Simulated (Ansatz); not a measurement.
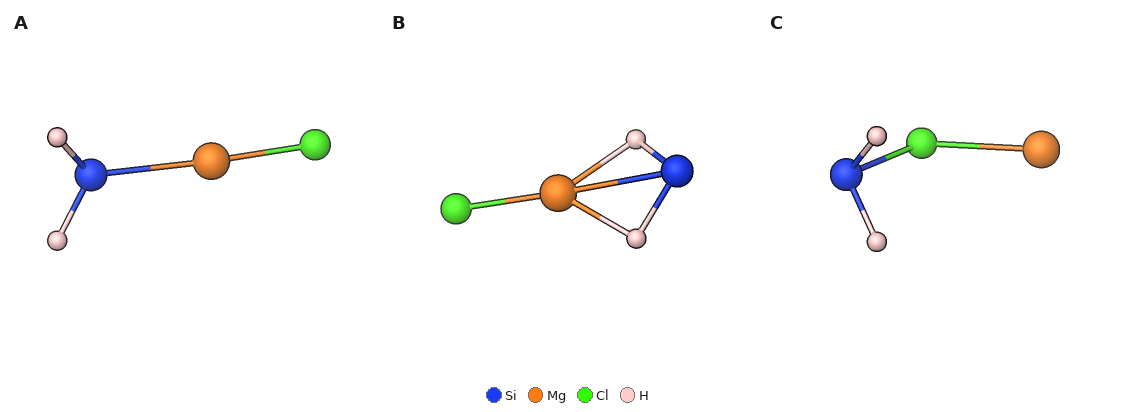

3 stationary structures of one formula. Charge 0, doublet. Geometries: PBE-D4/def2-SVP. Electronic energies: PBE-D4/def2-SVP (Ansatz 0.2.0), without zero-point energy. No frequency run is at hand to confirm each as a minimum.

**Rank them by energy, lowest first.**

A is lowest; B lies 7.0 kcal/mol above it, C lies 30.5 kcal/mol above it (Cs).
